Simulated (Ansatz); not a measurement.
**C2H7BOSi (SMILES COB1C[SiH2]1): density, localisation and related maps**

```csv
atom,x (Å),y (Å),z (Å)
C,-2.0311,1.0572,0.2156
O,-1.3696,-0.2263,0.0835
B,-0.0457,-0.4151,-0.0193
C,0.9706,-1.5597,-0.1689
Si,1.8364,0.2067,-0.1107
H,-1.2958,1.8654,0.2426
H,-2.6128,1.0416,1.1374
H,-2.6994,1.1809,-0.6369
H,1.0141,-2.1105,-1.1090
H,1.1411,-2.2190,0.6836
H,2.6779,0.4734,1.0944
H,2.4911,0.6501,-1.3783
```

These are results of Ansatz, RKS CAM-B3LYP/6-31G, not measurements.

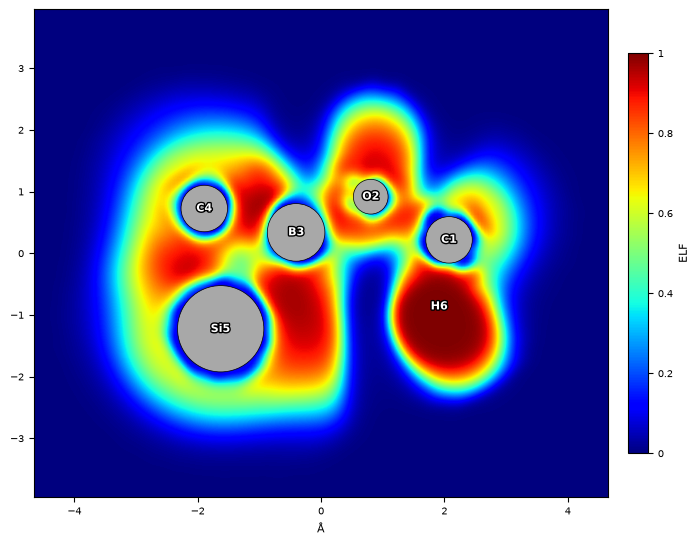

Figure 1. Electron localisation function on the plane of atoms B3, Si5 and C4. Grey discs cover the atomic cores.

What does the map show?

The section cuts through C, O, B, Si and H sites.
B–O (1.34 Å): the ELF peaks at about 0.90 between the atoms, as expected for a shared but strongly polarised pair.
C–O (1.45 Å): the ELF peaks at about 0.85 between the atoms, as expected for a shared but strongly polarised pair.
C–B (1.54 Å): the ELF peaks at about 0.95 between the atoms, as expected for a shared electron pair.
C–Si (1.97 Å): the ELF peaks at about 0.85 between the atoms; a covalent bond.
Si–B (1.98 Å): the ELF peaks at about 0.80 between the atoms; localised, covalent bonding.
The ELF also peaks beside O2, away from the bonds: lone-pair regions.

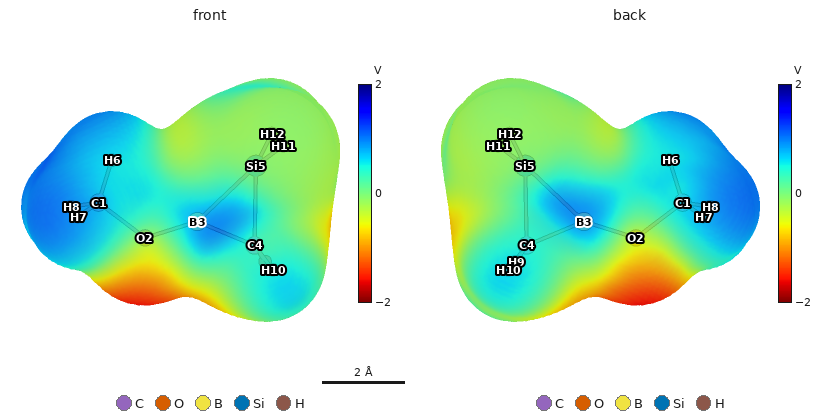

Figure 2. The electrostatic potential painted on the density surface at 0.002 e/bohr³, seen from the front and from behind; red is negative and blue positive.

Describe the electrostatic potential map.

The most negative region (about −1.6 V, or −37 kcal/mol for a unit charge) lies over O2, the most positive (about +1.1 V, or +25 kcal/mol for a unit charge) over C1, H7 and H8. O2 is the likeliest acceptor of a hydrogen bond.

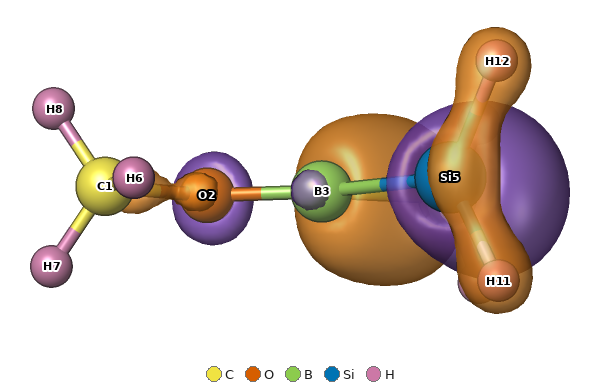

Figure 3. The HOMO−1 at ±0.15 Å⁻³ᐟ² (orange and purple are the two phases), seen from one side.

Describe this orbital and give its energy.

Its weight (Hirshfeld) is mainly on C4 (about 45 %), Si5 (about 20 %) and B3 (about 15 %). Its energy is −8.79 eV.
